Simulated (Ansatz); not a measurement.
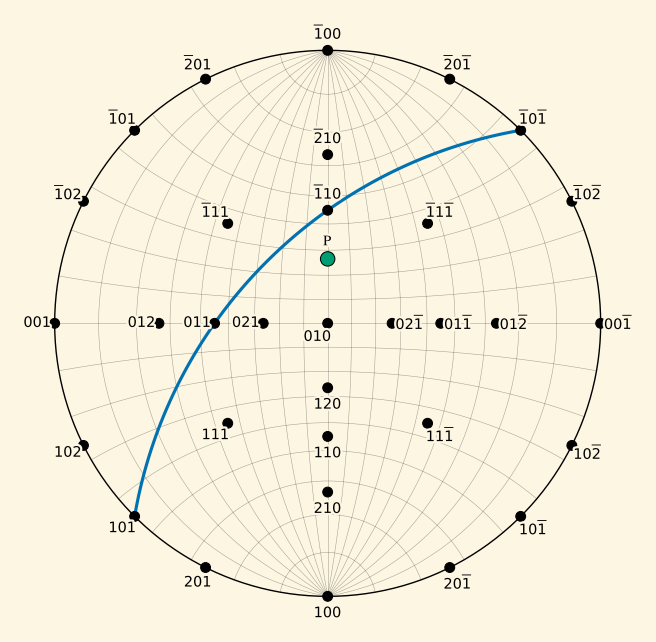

Crystal: K3C, the end point of a relaxation with DFT PBE, scalar-relativistic, plane waves, PAW (Ansatz 0.2.0); the starting structure was generated, so it need not be a known form of this composition. Stereographic projection of plane normals (upper hemisphere) centred on (0 1 0). Geometry calculated from the standardised cell; symmetry tolerance 0.002 Å.

a = 5.138 Å, b = 5.138 Å, c = 5.138 Å, α = 90.00°, β = 90.00°, γ = 90.00°.

Index the pole marked P.

P is (−1 2 0), 26.6° from the centre.

Which zone does the coloured great circle trace?

The zone [1 1 −1]: its poles satisfy h + k − l = 0.

What is the angle between the normals of (0 1 −1) and (1 1 −1), and what are their d_hkl = 1/|g|?

35.3°; d = 3.633 Å and 2.966 Å.
